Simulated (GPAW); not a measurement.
# Ni K ELNES/XANES of Ni (Nickel, Fm-3m) from DFT, part 2 of 4

Aim: the dependence of the Ni K near-edge features of Ni (Nickel, Fm-3m) on volume.

GPAW 26.7.0; X-ray absorption from dipole matrix elements to empty bands, plane-wave PAW RPBE.

So far. Step 2 (Ground state of the crystal): The mesh shows no gap, so the system is treated as a metal and the core electron is put at the Fermi level (neutral cell).

## 4. Spectrum with XCH, Ni atom 1

The holes are 5.6 Å apart. In GPAW the data set carries the hole's charge, so charge=0 means a charged cell and charge=-1 a neutral one. The excited electron is kept in the cell, where it fills the lowest empty states and screens the hole. After the field has converged, empty bands are computed with the density fixed and the dipole matrix elements are summed.

The absorber has 12 Ni at 2.49 Å (cuboctahedral, site symmetry m-3m).

xas.py reads:

```python
import numpy as np
from ase import Atoms
from ase.parallel import parprint, paropen
from gpaw import GPAW, PW, FermiDirac, Mixer, MixerDif, setup_paths
from gpaw.test import gen
setup_paths.insert(0, '.')
gen('Ni', name='fch1s', xcname='RPBE', corehole=(1, 0, 1), write_xml=True)
from gpaw.mpi import world
world.barrier()

atoms = Atoms('Ni13',
    cell=[[-1.761935, 5.285805, 0],
     [0, -1.761935, 5.285805],
     [5.285805, 0, -1.761935]],
    scaled_positions=[[0, 0, 0],
     [0.38461538, 0.15384615, 0.46153846],
     [0.15384615, 0.46153846, 0.38461538],
     [0.46153846, 0.38461538, 0.15384615],
     [0.76923077, 0.30769231, 0.92307692],
     [0.53846154, 0.61538462, 0.84615385],
     [0.30769231, 0.92307692, 0.76923077],
     [0.84615385, 0.53846154, 0.61538462],
     [0.61538462, 0.84615385, 0.53846154],
     [0.92307692, 0.76923077, 0.30769231],
     [0.07692308, 0.23076923, 0.69230769],
     [0.69230769, 0.07692308, 0.23076923],
     [0.23076923, 0.69230769, 0.07692308]],
    magmoms=[2.0, 2.0, 2.0, 2.0, 2.0, 2.0, 2.0, 2.0, 2.0, 2.0, 2.0, 2.0, 2.0],
    pbc=True)
atoms.calc = calc = GPAW(legacy_gpaw=True, mode=PW(430, force_complex_dtype=True), xc='RPBE', setups={0: 'fch1s'},
    kpts={'size': (5, 5, 5), 'gamma': True}, occupations=FermiDirac(0.1),
    charge=-1, mixer=MixerDif(0.05, 8, 50), maxiter=150,
    convergence={'density': 0.0001, 'eigenstates': 1e-6}, txt='scf.txt')
energy = atoms.get_potential_energy() + calc.get_reference_energy()
ef = calc.get_fermi_level()
out = dict(energy=energy, fermi=ef, forces=atoms.get_forces().tolist(), magmoms=atoms.get_magnetic_moments().tolist())
parprint(f'all-electron energy {energy:.4f} eV, Fermi level {ef:.4f} eV')
ev = np.array([[calc.get_eigenvalues(k, s) for k in range(len(calc.get_ibz_k_points()))] for s in range(calc.get_number_of_spins())])
out['homo'], out['lumo'], out['counts'] = ev[ev < ef].max(), ev[ev > ef].min(), sorted(set((ev < ef).sum((0, 2)).tolist()))
out['filled'] = (ev[:, 0] < ef).sum(1).tolist()

from ase.units import Ha
from gpaw.xas import dipole_matrix_elements
nb = int(calc.get_number_of_electrons() / 2) + 153
top, nb = nb, nb + 8 + nb // 12
nscf = calc.fixed_density(kpts={'size': (7, 7, 7), 'gamma': True}, nbands=nb,
    convergence={'bands': top, 'eigenstates': 5e-3}, maxiter=60, txt='nscf.txt')
cell = atoms.cell.array
ops = [cell.T @ U.T @ np.linalg.inv(cell.T) for U in nscf.wfs.kd.symmetry.op_scc]
E = np.arange(-6, 34, 0.1)
fwhm = np.interp(E, [4, 25], [1.44, 3.5])
Y, X, zero, highest = 0, 0, 1e9, 1e9
for spin in range(nscf.get_number_of_spins()):
    wfs = nscf.wfs
    mine = wfs.bd.get_slice()  # this rank's bands
    A = dipole_matrix_elements(wfs.setups[0])
    eps = np.zeros((wfs.kd.nibzkpts, nb))
    d = np.zeros((3, A.shape[1], wfs.kd.nibzkpts, nb), complex)
    for kpt in wfs.kpt_u:
        if kpt.s == spin and 0 in kpt.P_ani:
            eps[kpt.k, mine] = kpt.eps_n * Ha
            d[:, :, kpt.k, mine] = (kpt.weight * wfs.nspins / 2) ** 0.5 * np.inner(A, kpt.P_ani[0])
    world.sum(eps)
    world.sum(d)
    T = np.einsum('amkn,bmkn->abkn', d, d.conj()).real
    T = sum(np.einsum('ai,ijkn,bj->abkn', R, T, R) for R in ops) / len(ops)
    empty = eps > ef
    zero, highest = min(zero, eps[empty].min()), min(highest, eps[:, top - 1].min())
    lines = [(eps, T, empty)] if spin == 0 else lines + [(eps, T, empty)]
for eps, T, empty in lines:
    f = np.einsum('aakn->akn', T).reshape(3, -1)
    x = eps.ravel() - zero
    w = np.interp(x, E, fwhm) / 2.35482
    g = np.exp(-0.5 * ((E[:, None] - x) / w) ** 2) / (w * (2 * np.pi) ** 0.5)
    Y = Y + (f * empty.ravel()) @ g.T
    X = X + (f * ~empty.ravel()) @ g.T
out.update(E=E.round(2).tolist(), xas=Y.tolist(), xes=X.tolist(), zero=zero, valid=highest - zero, nk=len(eps), nb=nb)
for i in range(0, len(E), 10):
    parprint(f'{E[i]:7.2f}', *(f'{v:10.3e}' for v in Y[:, i]))
import json
with paropen('out.json', 'w') as f:
    json.dump(out, f)
```

Launch:

```bash
OMP_NUM_THREADS=1 mpirun -n 4 gpaw python xas.py
```

Numbers of over 12 decimals in the logs are rounded to 6 here.

Log:

```text
Input parameters:
  charge: -1
  convergence: {density: 0.0001,
                eigenstates: 1e-06}
  kpts: {gamma: True,
         size: (5, 5, 5)}
  maxiter: 150
  mixer: {backend: pulay,
          beta: 0.05,
          method: difference,
          nmaxold: 8,
          weight: 50}
  mode: {ecut: 430.0,
         force_complex_dtype: True,
         name: pw}
  occupations: {fixmagmom: False,
                name: fermi-dirac,
                width: 0.1}
  setups: {0: fch1s}
  xc: RPBE

Initialize ...

[... PAW data sets ...]

Reference energy: -529480.672329  # eV

Spin-polarized calculation.
Initial magnetic moment: 26.000000

[... convergence settings ...]
Symmetries present (total): 6
  [... symmetry matrices ...]

125 k-points: 5 x 5 x 5 Monkhorst-Pack grid
23 k-points in the irreducible part of the Brillouin zone
       k-points in crystal coordinates                weights
   0:     0.00000000    0.00000000    0.00000000          1/125
   1:     0.20000000    0.00000000   -0.20000000          6/125
   2:     0.20000000    0.00000000    0.00000000          6/125
   3:     0.20000000    0.20000000   -0.20000000          6/125
   4:     0.20000000    0.20000000    0.00000000          6/125
   5:     0.20000000    0.20000000    0.20000000          2/125
   6:     0.40000000   -0.20000000   -0.40000000          6/125
   7:     0.40000000   -0.20000000   -0.20000000          6/125
   8:     0.40000000   -0.20000000    0.00000000          6/125
   9:     0.40000000   -0.20000000    0.20000000          6/125
          ...
  22:     0.40000000    0.40000000    0.40000000          2/125

Wave functions: Plane wave expansion
  Cutoff energy: 430.000 eV
  Number of coefficients (min, max): 2856, 2893
  Pulay-stress correction: 0.000000 eV/Ang^3 (de/decut=0.000000)
  Using FFTW library
  Wavefunction extrapolation:
    Improved wavefunction reuse through dual PAW basis

Occupation numbers: Fermi-Dirac:
  width: 0.1000  # eV

Eigensolver
   Davidson(niter=2)

Densities:
  Coarse grid: 27*27*27 grid
  Fine grid: 54*54*54 grid
  Total Charge: 0.000000

Density mixing:
  Method: difference
  Backend: pulay
  Linear mixing parameter: 0.05
  old densities: 8
  Width of damping distribution: 1.1
  Damping of long wavelength oscillations: 50

[... Hamiltonian set-up ...]
Number of atoms: 13
Number of atomic orbitals: 156
Number of bands in calculation: 145
Number of valence electrons: 209
Bands to converge: occupied

... initialized

Initializing position-dependent things.

Density initialized from atomic densities
Creating initial wave functions:
  145 bands from LCAO basis set

         Ni
             Ni
       Ni     NiNi
        Ni       Ni
         NiNi     Ni
            Ni
       Ni       Ni

Atomic positions and initial magnetic moments

Positions:
   0 Ni     0.000000    0.000000    0.000000    ( 0.0000,  0.0000,  2.0000)
   1 Ni     1.761935    1.761935   -0.000000    ( 0.0000,  0.0000,  2.0000)
   2 Ni     1.761935   -0.000000    1.761935    ( 0.0000,  0.0000,  2.0000)
   3 Ni    -0.000000    1.761935    1.761935    ( 0.0000,  0.0000,  2.0000)
   4 Ni     3.523870    3.523870    0.000000    ( 0.0000,  0.0000,  2.0000)
   5 Ni     3.523870    1.761935    1.761935    ( 0.0000,  0.0000,  2.0000)
   6 Ni     3.523870    0.000000    3.523870    ( 0.0000,  0.0000,  2.0000)
[...]
10 Ni     3.523870    0.000000   -0.000000    ( 0.0000,  0.0000,  2.0000)
  11 Ni    -0.000000    3.523870    0.000000    ( 0.0000,  0.0000,  2.0000)
  12 Ni     0.000000   -0.000000    3.523870    ( 0.0000,  0.0000,  2.0000)

Unit cell:
           periodic     x           y           z      points  spacing
  1. axis:    yes   -1.761935    5.285805    0.000000    27     0.1779
  2. axis:    yes    0.000000   -1.761935    5.285805    27     0.1779
  3. axis:    yes    5.285805    0.000000   -1.761935    27     0.1779

[...]
iter:  23  -132.823941c  -5.79  -3.82    +7.2437
iter:  24  -132.823212c  -6.65c -3.84    +7.2438
iter:  25  -132.822691c  -5.68  -3.92    +7.2335
iter:  26  -132.822637c  -6.06c -4.05c   +7.2308

Converged after 26 iterations.

Dipole moment: (-0.000000, 0.000000, 0.000000) |e|*Ang

Total magnetic moment: (0.000000, 0.000000, 7.230768)
Local magnetic moments:
   0 Ni ( 0.000000,  0.000000,  0.033060)
   1 Ni ( 0.000000,  0.000000,  0.638300)
   2 Ni ( 0.000000,  0.000000,  0.638300)
   3 Ni ( 0.000000,  0.000000,  0.638300)
   4 Ni ( 0.000000,  0.000000,  0.640139)
   5 Ni ( 0.000000,  0.000000,  0.638300)
   6 Ni ( 0.000000,  0.000000,  0.640139)
[...]
10 Ni ( 0.000000,  0.000000,  0.640139)
  11 Ni ( 0.000000,  0.000000,  0.640139)
  12 Ni ( 0.000000,  0.000000,  0.640139)

Energy contributions relative to reference atoms: (reference = -529480.672329)

Kinetic:       +151.009877
Potential:     -124.948325
External:        +0.000000
XC:            -159.874451
Entropy (-ST):   -0.665839
Local:           +1.323182
SIC:             +0.000000
--------------------------
Free energy:   -133.155556
Extrapolated:  -132.822637

Spin contamination: 1.578567 electrons
Showing only first 2 kpts
                      Up                     Down
 Kpt  Band  Eigenvalues  Occupancy  Eigenvalues  Occupancy
  0   102      7.89101    0.99935      8.61705    0.51907
  0   103      7.90479    0.99925      8.64139    0.45832
  0   104      7.90479    0.99925      8.64139    0.45832
  0   105      9.24764    0.00197      9.70379    0.00002

  1   102      7.98973    0.99826      8.73615    0.24700
  1   103      8.00289    0.99801      8.78388    0.16910
  1   104      8.06392    0.99634      8.83954    0.10446
  1   105      8.51868    0.74269      9.09368    0.00910

Fermi level: 8.62468

No gap
No difference between direct/indirect transitions

Forces in eV/Ang:
  0 Ni    0.00000    0.00000    0.00000
  1 Ni    0.12493    0.11054   -0.00343
  2 Ni    0.11054   -0.00343    0.12493
  3 Ni   -0.00343    0.12493    0.11054
  4 Ni   -0.01754   -0.12469    0.14857
  5 Ni    0.00343   -0.12493   -0.11054
  6 Ni   -0.12469    0.14857   -0.01754
[...]
10 Ni   -0.14857    0.01754    0.12469
 11 Ni    0.12469   -0.14857    0.01754
 12 Ni    0.01754    0.12469   -0.14857
Scalar-relativistic atomic RPBE calculation for Ni (Nickel, Z=28)
Core hole in 1s state (1s occupation: 1.0)
600 radial gridpoints.
|------------------------------------------------|
|------------------------------------------------|
[... the atom generator's iteration count ...]

Energy contributions:
-------------------------
Kinetic:    +1226.478310
XC:           -55.111526
Potential:  -2384.039349
-------------------------
Total:      -1212.672565

state      eigenvalue         ekin         rmax
-----------------------------------------------
1s^1.0 :  -313.953895   397.596537        0.035
2s^2.0 :   -39.001041    77.046575        0.200
2p^6.0 :   -34.470805    76.182779        0.159
3s^2.0 :    -4.895927    17.156314        0.619
3p^6.0 :    -3.438124    15.430647        0.618
3d^8.0 :    -0.937399    10.873898        0.587
4s^2.0 :    -0.555255     1.902127        2.001
4p^0.0 :    -0.325555     1.184427        2.439
-----------------------------------------------
(units: Bohr and Hartree)

Generating PAW setup
Kinetic energy of the core from tauc = 1052.155131191901
Cutoffs:
rc(s)=2.200
rc(p)=2.280
rc(d)=2.150
rc(vbar)=2.220
rc(comp)=2.180
rc(nct)=2.280

Kinetic energy of the core states: 1043.098991
Charge: 1.0
Core electrons: 11.0
Valence electrons: 16.0
Pseudo-core charge: 0.028319
Shape function alpha=2.104
Pseudo-electron charge 3.616933
state    eigenvalue         norm
--------------------------------
4s(2) :    -0.555255     1.111742
*s    :     0.444745
3p(6) :    -3.438124     0.034090
4p(0) :    -0.325555     1.016715
3d(8) :    -0.937399     0.145074
*d    :     0.062601
--------------------------------

Diagonalizing with gridspacing h=0.050

state   all-electron     PAW
-------------------------------
4s:      -0.555255    -0.555615
3p:      -3.438124    -3.438753
3d:      -0.937399    -0.938089
*f:                   -0.021592
-------------------------------
all-electron energy -529613.4950 eV, Fermi level 8.6247 eV
  -6.00  5.862e-30  5.862e-30  5.862e-30
  -5.00  1.676e-23  1.676e-23  1.676e-23
  -4.00  3.415e-18  3.415e-18  3.415e-18
  -3.00  5.061e-14  5.061e-14  5.061e-14
  -2.00  5.702e-11  5.702e-11  5.702e-11
  -1.00  5.464e-09  5.464e-09  5.464e-09
  -0.00  6.043e-08  6.043e-08  6.043e-08
[...]
31.00  2.902e-07  2.902e-07  2.902e-07
  32.00  2.667e-07  2.667e-07  2.667e-07
  33.00  2.570e-07  2.570e-07  2.570e-07
```

It took 6 min on 4 MPI ranks of AMD EPYC 9R45 (Zen 5), shared host; peak memory 1.2 GiB; 24 min of CPU time.

The Ni K spectrum, Ni atom 1, excited-electron core hole (neutral cell) (energy from the lowest empty level; intensity scaled to a mean of 1 over the first 20 eV):

```tsv
E (eV)	intensity
-2.0	0.00
-0.5	0.08
1.0	0.52
2.5	0.78
4.0	0.74
5.5	0.55
7.0	0.71
8.5	0.79
10.0	0.88
11.5	1.09
13.0	1.35
14.5	1.61
16.0	1.58
17.5	1.37
19.0	1.16
20.5	1.04
22.0	1.16
23.5	1.38
25.0	1.38
26.5	1.21
28.0	1.13
29.5	1.10
31.0	0.97
```

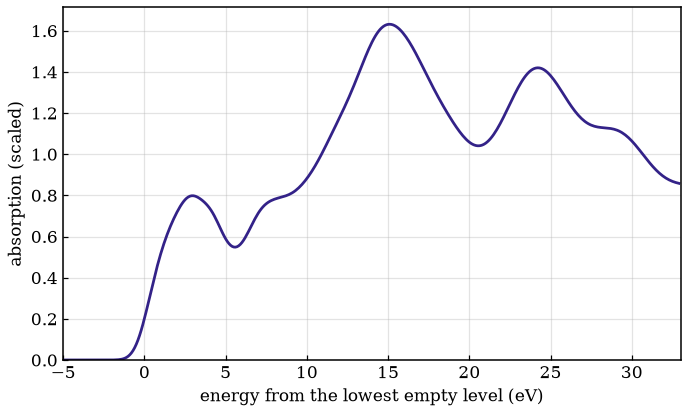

The Ni K edge, Ni atom 1, excited-electron core hole (neutral cell): main maxima at 3.0, 15.1 and 24.2 eV.

Main maxima below 30 eV (height): 3.0 eV (0.80), 15.1 eV (1.63) and 24.2 eV (1.42). A K edge sees empty p states, which here mix into the lowest empty bands, so that weight starts at the zero.

The total-energy difference is 8330.13 eV. The tabulated edge of the element is 8333 eV. The functional leaves an error of a few eV in such absolute values.

## 5. Reference energy of the supercell

The cell changes for the next run, so it gets a reference energy of its own.

The cell differs from the one that the last finished run ended in (a 5.572 → 5.458 Å, b 5.572 → 5.458 Å, c 5.572 → 5.458 Å).

scf.py reads:

```python
import numpy as np
from ase import Atoms
from ase.parallel import parprint, paropen
from gpaw import GPAW, PW, FermiDirac, Mixer, MixerDif, setup_paths
from gpaw.test import gen
setup_paths.insert(0, '.')
gen('Ni', name='nch1s', xcname='RPBE', corehole=(1, 0, 0), write_xml=True)
from gpaw.mpi import world
world.barrier()

atoms = Atoms('Ni13',
    cell=[[-1.72596705, 5.17790115, 0],
     [0, -1.72596705, 5.17790115],
     [5.17790115, 0, -1.72596705]],
    scaled_positions=[[0, 0, 0],
     [0.38461538, 0.15384615, 0.46153846],
     [0.15384615, 0.46153846, 0.38461538],
     [0.46153846, 0.38461538, 0.15384615],
     [0.76923077, 0.30769231, 0.92307692],
     [0.53846154, 0.61538462, 0.84615385],
     [0.30769231, 0.92307692, 0.76923077],
     [0.84615385, 0.53846154, 0.61538462],
     [0.61538462, 0.84615385, 0.53846154],
     [0.92307692, 0.76923077, 0.30769231],
     [0.07692308, 0.23076923, 0.69230769],
     [0.69230769, 0.07692308, 0.23076923],
     [0.23076923, 0.69230769, 0.07692308]],
    magmoms=[2.0, 2.0, 2.0, 2.0, 2.0, 2.0, 2.0, 2.0, 2.0, 2.0, 2.0, 2.0, 2.0],
    pbc=True)
atoms.calc = calc = GPAW(legacy_gpaw=True, mode=PW(430, force_complex_dtype=True), xc='RPBE', setups={0: 'nch1s'},
    kpts={'size': (5, 5, 5), 'gamma': True}, occupations=FermiDirac(0.1),
    charge=0, mixer=MixerDif(0.05, 8, 50), maxiter=150,
    convergence={'density': 0.0001, 'eigenstates': 1e-6}, txt='scf.txt')
energy = atoms.get_potential_energy() + calc.get_reference_energy()
ef = calc.get_fermi_level()
out = dict(energy=energy, fermi=ef, forces=atoms.get_forces().tolist(), magmoms=atoms.get_magnetic_moments().tolist())
parprint(f'all-electron energy {energy:.4f} eV, Fermi level {ef:.4f} eV')
ev = np.array([[calc.get_eigenvalues(k, s) for k in range(len(calc.get_ibz_k_points()))] for s in range(calc.get_number_of_spins())])
out['homo'], out['lumo'], out['counts'] = ev[ev < ef].max(), ev[ev > ef].min(), sorted(set((ev < ef).sum((0, 2)).tolist()))
out['filled'] = (ev[:, 0] < ef).sum(1).tolist()
import json
with paropen('out.json', 'w') as f:
    json.dump(out, f)
```

Launch:

```bash
OMP_NUM_THREADS=1 mpirun -n 4 gpaw python scf.py
```

Log:

```text
Input parameters:
  convergence: {density: 0.0001,
                eigenstates: 1e-06}
  kpts: {gamma: True,
         size: (5, 5, 5)}
  maxiter: 150
  mixer: {backend: pulay,
          beta: 0.05,
          method: difference,
          nmaxold: 8,
          weight: 50}
  mode: {ecut: 430.0,
         force_complex_dtype: True,
         name: pw}
  occupations: {fixmagmom: False,
                name: fermi-dirac,
[...]
*s    :     0.795780
3p(6) :    -2.624023     0.051096
4p(0) :    -0.044900     1.003134
3d(8) :    -0.323916     0.223387
*d    :     0.676084
--------------------------------

Diagonalizing with gridspacing h=0.050

state   all-electron     PAW
-------------------------------
4s:      -0.204220    -0.204454
3p:      -2.624023    -2.624754
3d:      -0.323916    -0.324670
*f:                    0.069845
-------------------------------
all-electron energy -537942.8625 eV, Fermi level 9.5009 eV
[key lines of the parts left out:]
Converged after 10 iterations.
Dipole moment: (-0.000000, 0.000000, -0.000000) |e|*Ang
Free energy:    -87.497844
Fermi level: 9.50090
```

Wall time 71 s (4 MPI ranks); peak memory 0.55 GiB; 4.7 min of CPU time.

Reference energy: -537942.863 eV with the cores included.

## 6. Spectrum with XCH, Ni atom 1

Shorter bonds are expected to push antibonding states and scattering resonances up, and longer ones down; the cell is scaled to test that.

Changed against the first core-hole run: volume scale from 1 to 0.94.

xas.py: that of step 4 with these lines changed.

```diff
@@ -11,5 +11,5 @@
 atoms = Atoms('Ni13',
-    cell=[[-1.761935, 5.285805, 0],
-     [0, -1.761935, 5.285805],
-     [5.285805, 0, -1.761935]],
+    cell=[[-1.72596705, 5.17790115, 0],
+     [0, -1.72596705, 5.17790115],
+     [5.17790115, 0, -1.72596705]],
     scaled_positions=[[0, 0, 0],
@@ -43,3 +43,3 @@
 from gpaw.xas import dipole_matrix_elements
-nb = int(calc.get_number_of_electrons() / 2) + 153
+nb = int(calc.get_number_of_electrons() / 2) + 148
 top, nb = nb, nb + 8 + nb // 12
```

Launch:

```bash
OMP_NUM_THREADS=1 mpirun -n 4 gpaw python xas.py
```

Log:

```text
Input parameters:
  charge: -1
  convergence: {density: 0.0001,
                eigenstates: 1e-06}
  kpts: {gamma: True,
         size: (5, 5, 5)}
  maxiter: 150
  mixer: {backend: pulay,
          beta: 0.05,
          method: difference,
          nmaxold: 8,
          weight: 50}
  mode: {ecut: 430.0,
         force_complex_dtype: True,
         name: pw}
  occupations: {fixmagmom: False,
[...]
4s:      -0.555255    -0.555615
3p:      -3.438124    -3.438753
3d:      -0.937399    -0.938089
*f:                   -0.021592
-------------------------------
all-electron energy -529612.6528 eV, Fermi level 9.4653 eV
  -6.00  6.038e-30  6.038e-30  6.038e-30
  -5.00  1.719e-23  1.719e-23  1.719e-23
  -4.00  3.492e-18  3.492e-18  3.492e-18
  -3.00  5.156e-14  5.156e-14  5.156e-14
[...]
32.00  3.000e-07  3.000e-07  3.000e-07
  33.00  2.729e-07  2.729e-07  2.729e-07
[key lines of the parts left out:]
Converged after 26 iterations.
Dipole moment: (0.000000, 0.000000, -0.000000) |e|*Ang
Free energy:   -132.296651
Fermi level: 9.46525
```

The job ended after 5.8 min (4 MPI ranks; peak memory 1.2 GiB).

```tsv
E (eV)	first run	this run
-2.0	0.00	0.00
-1.0	0.02	0.02
0.0	0.20	0.20
1.0	0.52	0.52
2.0	0.72	0.73
3.0	0.80	0.83
4.0	0.74	0.78
5.0	0.59	0.64
6.0	0.57	0.54
7.0	0.71	0.67
8.0	0.78	0.79
9.0	0.81	0.81
10.0	0.88	0.85
11.0	1.01	0.95
12.0	1.18	1.09
13.0	1.35	1.25
14.0	1.54	1.44
15.0	1.63	1.60
16.0	1.58	1.62
17.0	1.44	1.53
18.0	1.29	1.39
19.0	1.16	1.24
20.0	1.06	1.11
21.0	1.05	1.03
22.0	1.16	1.05
23.0	1.32	1.17
24.0	1.42	1.32
25.0	1.38	1.40
26.0	1.27	1.36
27.0	1.17	1.24
28.0	1.13	1.13
29.0	1.12	1.11
30.0	1.06	1.12
31.0	0.97	1.10
32.0	0.89	1.01
```

The scaled spectrum changes by 6 % r.m.s. The highest intensity below 24 eV goes from 15.1 eV (1.63) to 15.7 eV (1.63).

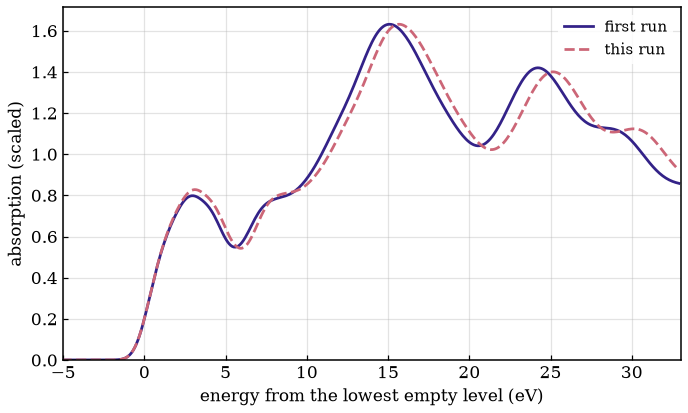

The effect of the change (volume scale from 1 to 0.94).

The photon energy of the zero moves by +0.08 eV.

(Continued in part 3 of 4.)

[Banner, clock and machine lines of the logs are left out without a mark of their own.]

[Logs are printed without paths, hosts, clocks, repeated set-up lines and the standing remarks that a program may print on its own settings, such as how far it seeks lower states.]

[Hosts, paths, dates, database ids (printed as entryN), source tags and the programs' standing remarks are cut or masked in the printed files.]

[Lists of maxima count a maximum above −3 eV only where it reaches 4 % of the highest in the window and stands out from its surroundings by 2 % of it (1.5 % where it reaches 55 %); shoulders and weaker maxima are passed over, and of the rest the first, up to two pre-edge ones and the few strongest are named.]
